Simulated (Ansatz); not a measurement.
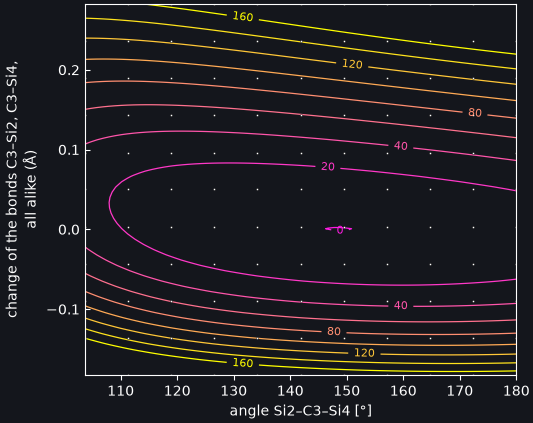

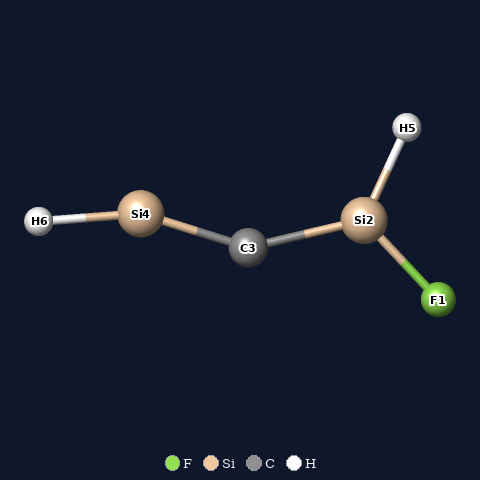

Energy landscape of CH₂FSi₂, SMILES F[SiH+]C#[SiH], charge +1. 
- Coordinates scanned: (1) angle Si2–C3–Si4; (2) change of the bonds C3–Si2, C3–Si4, all alike.
- Nothing is relaxed (all other coordinates rigid).
- Grid: 11 × 11 points.
- Points are written as (first, second).
- Energies: kJ/mol, counted from the lowest grid point.
- Level of theory: RKS PBE0-D4/def2-TZVP in Ansatz.

In the figure: contour lines labelled in kJ/mol (none above 160), dots at the grid points. Between grid points the surface is interpolated. The second picture is the structure at the lowest point.

Describe this landscape.

The lowest grid point is at (149.5°, 0.003 Å). No other kind of well shows on this grid. The highest grid point, (103.7°, −0.183 Å), lies 259 kJ/mol above the lowest.

The values on the grid:

| second ↓, first → | 103.7 | 111.3 | 118.9 | 126.5 | 134.2 | 141.8 | 149.5 | 157.1 | 164.7 | 172.4 | 180.0 |
| --- | --- | --- | --- | --- | --- | --- | --- | --- | --- | --- | --- |
| 0.283 | 155 | 159 | 164 | 172 | 180 | 189 | 198 | 207 | 217 | 226 | 234 |
| 0.236 | 117 | 118 | 122 | 128 | 134 | 141 | 148 | 156 | 164 | 171 | 178 |
| 0.190 | 84 | 83 | 85 | 88 | 93 | 98 | 104 | 110 | 116 | 122 | 128 |
| 0.143 | 56 | 52 | 52 | 53 | 56 | 59 | 63 | 68 | 73 | 78 | 83 |
| 0.096 | 36 | 30 | 27 | 26 | 27 | 28 | 31 | 34 | 38 | 42 | 46 |
| 0.050 | 27 | 17 | 12 | 9 | 8 | 8 | 9 | 11 | 14 | 17 | 21 |
| 0.003 | 31 | 18 | 10 | 5 | 2 | 0 | 0 | 1 | 2 | 5 | 8 |
| −0.043 | 52 | 35 | 24 | 17 | 12 | 9 | 8 | 7 | 8 | 9 | 12 |
| −0.090 | 93 | 73 | 60 | 50 | 43 | 39 | 36 | 35 | 34 | 35 | 38 |
| −0.136 | 159 | 136 | 119 | 107 | 99 | 93 | 89 | 87 | 86 | 86 | 88 |
| −0.183 | 259 | 231 | 212 | 198 | 188 | 180 | 175 | 172 | 170 | 170 | 172 |

Time for the 121 points that were run: 11 min on 1 thread of Arm Neoverse V1, on a shared host.
